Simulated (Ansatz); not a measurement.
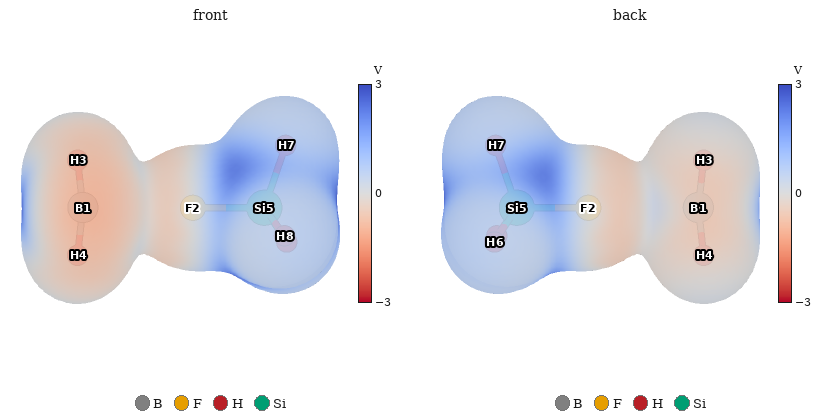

Figure. BH2···FH3Si (doublet). The molecular electrostatic potential painted on the density surface at 0.004 e/bohr³, seen from the front and from behind; the colour scale runs from red (negative) to blue (positive).

Not at a stationary point (largest force 0.6 eV/Å).

Theory: Ansatz 0.2.0, UKS B3LYP-D4/6-31G*.

```yaml
atoms:
  - { symbol: B, position_ang: [0.0005, 0.3711, -0.5418] }
  - { symbol: F, position_ang: [-0.0010, -0.0694, 1.9358] }
  - { symbol: H, position_ang: [1.0699, -0.1444, -0.6558] }
  - { symbol: H, position_ang: [-1.0697, -0.1422, -0.6568] }
  - { symbol: Si, position_ang: [-0.0002, -0.0141, 3.5423] }
  - { symbol: H, position_ang: [-0.7581, -1.1821, 4.0552] }
  - { symbol: H, position_ang: [1.4028, -0.0657, 4.0204] }
  - { symbol: H, position_ang: [-0.6443, 1.2469, 3.9829] }
```

Question: Describe the electrostatic potential map.

Answer: The most negative region (about −1.0 V, or −23 kcal/mol for a unit charge) lies over H4, the most positive (about +2.6 V, or +60 kcal/mol for a unit charge) over Si5.
